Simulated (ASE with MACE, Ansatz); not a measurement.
# Σ9 (221)[1-10] symmetric tilt boundary in W (40 atoms): boundary energy

What is the boundary energy of this cell, counted against the bulk crystal, and how far does it hang on functional and mesh?

Calculated with Ansatz 0.2.0: Kohn-Sham DFT, PBE, PAW (set soft_2), plane waves; cutoff 420 eV, fermi-dirac smearing of 0.1 eV. Cutoffs: 420 eV for PBE and PBEsol; 500 eV for r2SCAN.

**The cells**

The cell holds 40 atoms: 40 W. Cell: a = 7.122 Å, b = 7.122 Å, c = 21.891 Å, α = 90.0°, β = 90.0°, γ = 36.9°. It derives from W. The starting structure: Two grains of W, one the mirror image of the other in the boundary plane, two boundaries a cell; of 4 trial joints (lateral shifts, openings, close atoms taken out) the lowest after a short relaxation with the MACE-MP-0b2 potential was kept (shift [0.5, 0.0] of the surface cell, opening 0.97 Å, one of each pair under 1.93 Å removed), then its atoms and the cell's length along the normal were relaxed with that potential. Lattice constants are starting values near those of PBE.

The bulk reference is W2 in a cell of 2 atoms, 16.155 Å³ an atom.

The input of the single point on the relaxed cell:

```yaml
crystal:
  lattice:
    - [7.12188, 0.0, 0.0]
    - [5.6975, 4.27313, 0.0]
    - [0.0, 0.0, 21.89069]
  atoms:
    - { symbol: W, position: [0.75823, 0.78093, 0.00449] }
    - { symbol: W, position: [0.16462, 0.17354, 0.0195] }
    - { symbol: W, position: [0.56621, 0.54287, 0.05157] }
    - { symbol: W, position: [0.94703, 0.9409, 0.06942] }
    [... 34 atom lines left out ...]
    - { symbol: W, position: [0.27982, 0.77091, 0.5195] }
    - { symbol: W, position: [0.68622, 0.16352, 0.50449] }
kpoints:
  mp_grid: { grid: [8, 8, 2] }
hamiltonian:
  xc: pbe
scf:
  occupations: { method: fermi_dirac, width: 0.1 }
output:
  forces: true
  stress: true
  populations: true
  dos:
    method: { smearing: { sigma: 0.08 } }
    de: 0.1
    projected:
      site_lists:
        W: [W]
        lower_grain: [... 20 sites ...]
        upper_grain: [... 20 sites ...]
  eigenvalues: true
  write_density: true
  write_potential: true
  volumetric_format: npy
```

| cell | formula | k-mesh | relaxation steps | gain on relaxing (eV) | free energy, PBE (eV) | time of its runs on this page |
| --- | --- | --- | --- | --- | --- | --- |
| Sigma9 (221)[1-10] symmetric tilt boundary in W | W40 | 8×8×2 (relaxed on 6×6×1) | 7 | 4.46 | -415381.983 | 67 s |
| bulk W | W2 | 17×17×17 | - | - | -20769.662 | 8.5 s |

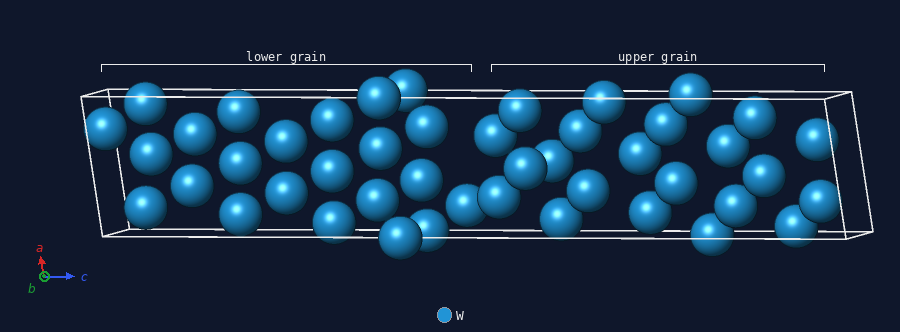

The relaxed cell. Some periodic images of atoms are drawn too.

**Boundary energy**

The excess is the cell's free energy less 20 times that of the bulk cell. It is divided by twice the area, as the cell holds two boundaries, so the value is their mean, and they need not be alike (30.43 Å²), with 1 eV/Å² = 16.022 J/m².

| level | k-mesh | excess (eV) | boundary energy (J/m²) | per area (meV/Å²) |
| --- | --- | --- | --- | --- |
| PBE | 8×8×2 | 11.253 | 2.962 | 184.9 |
| PBE, denser mesh | 11×11×2 | 11.255 | 2.963 | 184.9 |
| r2SCAN | 8×8×2 | 12.286 | 3.234 | 201.9 |
| PBEsol | 8×8×2 | 11.700 | 3.080 | 192.2 |

Worked for the first row at PBE: (-415381.983) − 20 × (-20769.662) = 11.253 eV (from unrounded energies).

Then 11.253 / (2 × 30.43) × 16.022 = 2.962 J/m².

**Findings**

At PBE the boundary energy is 2.96 J/m². At the same geometries the levels give 2.96 (PBE) to 3.23 J/m² (r2SCAN) and the denser mesh leaves it within 0.01 J/m². Relaxing the atoms lowered it by 1.175 J/m² from the start (on the 6×6×1 mesh of the relaxation), and the farthest atom moved 0.47 Å.

Limits: The cell edges were held, so the lattice is the typed one for every functional, and the length along the normal is the one that the machine-learned potential gave. Cell and bulk are sampled on unlike meshes, and the error grows with the number of atoms subtracted. These are free energies under a smearing of 0.1 eV, whose entropy term isn't removed. The joint was picked among a few trials by a machine-learned potential, and a lower one may exist. Spin–orbit coupling is left out, which matters for the levels of the heavy elements. In some runs the program notes that positions were snapped to a detected symmetry.

[Logs are printed without paths, hosts, clocks, repeated set-up lines and the standing remarks that a program may print on its own settings, such as how far it seeks lower states.]

[Hosts, paths, dates, database ids (printed as entryN), source tags and the programs' standing remarks are cut or masked in the printed files.]
